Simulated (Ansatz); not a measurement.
# NaB in Ibam, a phase reached by a soft mode: a soft mode frozen in, part 3 of 3

Which phase does NaB in Ibam, a phase reached by a soft mode fall into along its unstable mode, and how much energy does it gain?

Ansatz 0.2.0; DFT PBEsol, scalar-relativistic, plane waves, PAW; PAW set soft_1.

So far. Step 5 (Energy along the mode, all amplitudes (two of the runs …): The lowest of the steps tried is at 0.45 Å, 55.7 meV/atom below the parent; the bottom of the well need not coincide with a step. Step 7 (The new phase in its own primitive cell): The largest force component left is 0.27 meV/Å and the pressure is 0.002 GPa, within the tolerances set. The cell now holds 15.79 Å³/atom.

**8. Modes of the new phase**

A relaxed structure may still be a saddle point, so its zone-centre modes are computed. No field response is asked, since the mesh shows no gap.

File input.yaml:

```yaml
crystal:
  lattice:
    - [5.0833884246, -3.9986896434, 3.03444e-05]
    - [5.0833884246, 3.9986896434, 3.03444e-05]
    - [-1.0386942166, 0.0, 3.1073769773]
  atoms:
    - { symbol: Na, position: [0.4715610996, 0.8108014638, 0.1497604904] }
    - { symbol: Na, position: [0.8108014638, 0.4715610996, 0.6497604904] }
    - { symbol: Na, position: [0.1891985362, 0.5284389004, 0.3502395096] }
    - { symbol: Na, position: [0.5284389004, 0.1891985362, 0.8502395096] }
    - { symbol: B, position: [0.0914271227, 0.0782203518, 0.7081384621] }
    - { symbol: B, position: [0.0782203518, 0.0914271227, 0.2081384621] }
    - { symbol: B, position: [0.9217796482, 0.9085728773, 0.7918615379] }
    - { symbol: B, position: [0.9085728773, 0.9217796482, 0.2918615379] }
kpoints:
  mp_grid: { grid: [6, 6, 12] }
hamiltonian:
  xc: pbesol
  pseudopotentials: { kind: paw, azcp: { folder: soft_1 }, xc_functional: pbe }
scf:
  occupations: { method: methfessel_paxton, width: 0.2 }
output:
  eigenvalues: true
phonons:
  method: dfpt
```

On the command line:

```
> ansatz run input.yaml --threads 4 --pin off --max-ram 10240MiB --backend cpu --events-out ev --progress --plain --runs-dir out
```

Numbers of over 12 decimals in the logs are rounded to 6 here.

The log of the run:

```text
[...]
Crystal: 8 atoms, lattice volume = 126.327 Å³
Basis set: ecut = 420 eV, 2489 PW (Γ), exchange–correlation on 90×90×48 points (8 copies of the dense FFT grid, shifted against one another)
Bands: 32, of which v1, the nominal top of the filled ones, is band 24 counted from 1 (23 counted from 0)
Symmetry: 4 space group operations
k-points: 220 of 432 (irreducible under 1 space group operation, time reversal used)
[...]
SCF iter   1: F=—  HF=-6513.118497 eV  |F-HF|=—  |Δ(HF+E_count)|=         —  Δρ=4.04e-2  dr2=2.57e0  ethr=3.10e-3  ⟨swp⟩=6.2  Hψ=29962  notcnv=0
[...]
SCF iter  12: F=-6512.303768 eV  HF=-6512.303768 eV  |F-HF|=9.09e-13  |Δ(HF+E_count)|=  4.55e-12  S|Δr|=    0.00e0  Δρ=5.43e-8  dr2=5.53e-12  ethr=1.00e-12  ⟨swp⟩=13.5  Hψ=41319  notcnv=0
SCF 1 converged in 12 iterations: F = -6512.303768 eV  dr2 = 5.53e-12
[...]
SCF converged after 12 iterations
[...]
Free energy (F): -6512.303768 eV
[...]
Internal energy: -6512.307841 eV  (E = F + TS)
E sigma→0 (E₀):  -6512.304786 eV
Entropy (-TS):   0.004073 eV (0.509 meV/atom)
Fermi energy:    5.275510 eV
[...]
--- Band table (eV; the first three rows and the last of 220) ---
  k-point 0: bands = [... 20 lower, 0.0394, 0.0530, 3.0160, 3.4087, 6.1274, 7.3632, 8.1664, 8.9755, ... 4 higher]
  k-point 1: bands = [... 20 lower, 0.1646, 0.7457, 3.1264, 3.4732, 6.2555, 7.4521, 8.2364, 9.0170, ... 4 higher]
  k-point 2: bands = [... 20 lower, 0.4951, 1.1365, 3.4549, 3.6736, 6.6139, 7.7064, 8.2864, 8.8210, ... 4 higher]
  k-point 219: bands = [... 20 lower, 3.0026, 3.0026, 3.7756, 3.7756, 6.0208, 6.0208, 6.9784, 6.9784, ... 4 higher]
[...]
k mesh reduced under 1 symmetry operation, with k and −k counted as one. Each operation leaves every solved perturbation unchanged. A smaller set is not used because it would not reduce the number of displacements times k-points to solve
  ASR residual: 5.389e-5 → 0.000e0 eV/Å²; symmetrization residual: 1.581e-6 eV/Å²
[...]
```

The job ended after 2.4 min (4 threads of Arm Neoverse V2, shared host; peak memory 2.6 GiB).

Numbers from this step:

```yaml
sum_rule_residual_before_enforcement: 5.39e-5 eV/Å²
point_group: 2/m
highest_optical_mode_at_the_zone_centre_no_lo_to_term: 1178 cm⁻¹
lowest_optical_zone_centre_mode: -93.18 cm⁻¹
```

Patterns of degenerate modes are one choice out of their space. Modes at Γ, with each element's share of the kinetic energy (negative means imaginary):

```csv
mode,frequency (cm⁻¹),symmetry,Na %,B %
1,-93.2,Bg,83,17
2,0.0,acoustic,68,32
3,0.0,acoustic,68,32
4,0.0,acoustic,68,32
5,17.9,Bu,32,68
6,81.4,Bu,32,68
7,100.9,Au,100,0
8,107.7,Ag,98,2
9,113.7,Bg,100,0
10,140.5,Au,100,0
11,155.6,Ag,97,3
12,177.1,Bg,96,4
13,177.6,Bu,98,2
14,198.7,Au,32,68
15,213.2,Bg,21,79
16,237.3,Ag,98,2
17,325.9,Bu,2,98
18,329.9,Ag,7,93
19,462.4,Au,0,100
20,463.0,Bg,0,100
21,564.8,Ag,0,100
22,571.3,Ag,0,100
23,1176.3,Au,0,100
24,1178.2,Bg,0,100
```

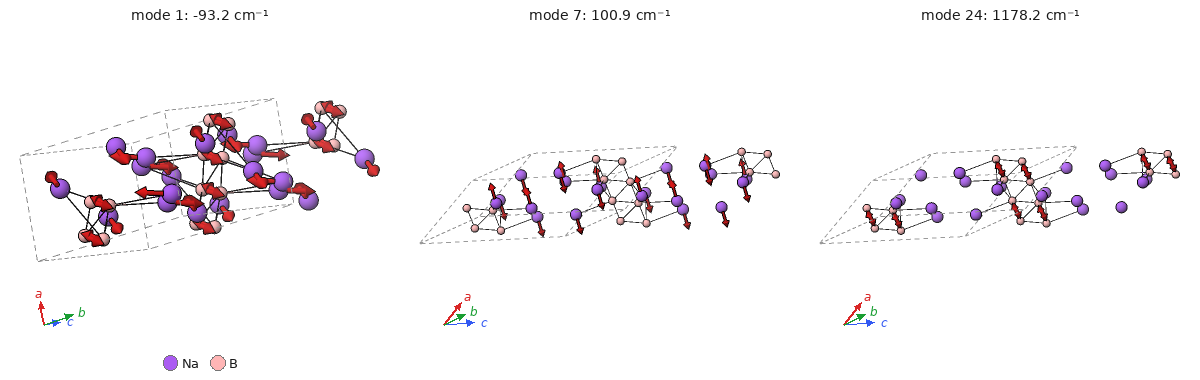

Displacement patterns of modes 1, 7 and 24 at Γ; arrows are exaggerated. Bonds to atoms that aren't drawn are left out. 1×1×2 conventional cells are drawn. Some periodic images of atoms are drawn too.

Before it was imposed, the acoustic sum rule was missed by 5.4e-5 eV/Å². Small misses are needed for a sound result but don't prove that mesh and cutoff are converged. The lowest optical mode is imaginary, 93.2i cm⁻¹, so the energy falls along it.

**9. The phases reached**

The phases reached along the modes that were followed are set side by side.

Energies are those of the first relaxation, on the mesh of the frozen mode; space group, volume and gap are those of the last relaxation. Phases, by row:

```csv
mode frozen in,space group,energy from parent (meV/atom),volume (Å³/atom),gap on mesh (eV),lowest zone-centre optical mode (cm⁻¹),largest shift (Å)
parent,Ibam,0,15.87,0,–,–
"q = (0, 0, 0), 321i cm⁻¹",C2/c,-141.2,15.79,0,-93.2,0.446
```

**10. Outcome**

| Quantity | Value |
| --- | --- |
| unstable mode of the parent | q = (0, 0, 0), 321i cm⁻¹ |
| depth at the lowest point sampled | 55.7 meV/atom |
| largest atomic shift at that point | 0.45 Å |
| space group reached (within 0.01 Å) | C2/c |
| energy gained over the parent (first relaxation, on the mesh of the frozen mode) | 141 meV/atom |
| volume per atom, phase reached | 15.8 Å³ |
| lowest optical zone-centre mode, phase reached | -93.2 cm⁻¹ |
| highest optical mode at the zone centre (no LO-TO term), phase reached | 1178 cm⁻¹ |

In words: Along this mode the structure falls into C2/c, 141 meV/atom below the parent. At the parent's cell the well is 55.72 meV/atom deep on the steps tried, with its lowest point at a shift of 0.45 Å. Relaxing atoms and cell changes the gain by +85.46 meV/atom against the lowest step (energies at zero smearing). Most of the total comes from this relaxation. The new phase still has an imaginary mode at the zone centre of its cell, so it is a saddle point on the way to a lower structure. Each path keeps the symmetry of its pattern, so a lower phase may lie along a pattern not tried. With no gap, or one that is small against the smearing, the frequencies hang on the k mesh and the smearing, most of all near Kohn anomalies. The PAW files were made for PBE and serve the other functionals too.

[Logs are printed without paths, hosts, clocks, repeated set-up lines and the standing remarks that a program may print on its own settings, such as how far it seeks lower states.]

[Hosts, paths, dates, database ids (printed as entryN), source tags and the programs' standing remarks are cut or masked in the printed files.]
